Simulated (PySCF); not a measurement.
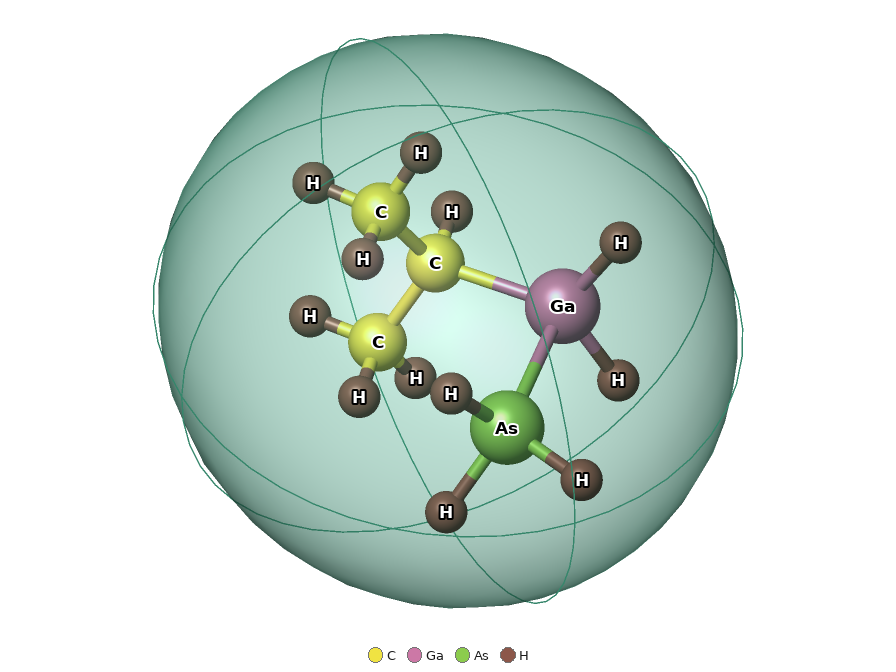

The ellipsoid shows the static dipole polarisability: its half-axes are proportional to the principal values. Computed geometry: PBE0-D3(BJ)/def2-SVP optimisation. No frequency run is at hand to confirm it as a minimum. Method: PBE0/aug-cc-pVDZ (PySCF 2.14.0).

How large and how anisotropic is the polarisability?

Principal values 99.7, 107.2, 118.5 bohr³; mean 108.4 bohr³ (16.07 Å³); anisotropy 16.4 bohr³, so the longest axis is 1.19 times the shortest.
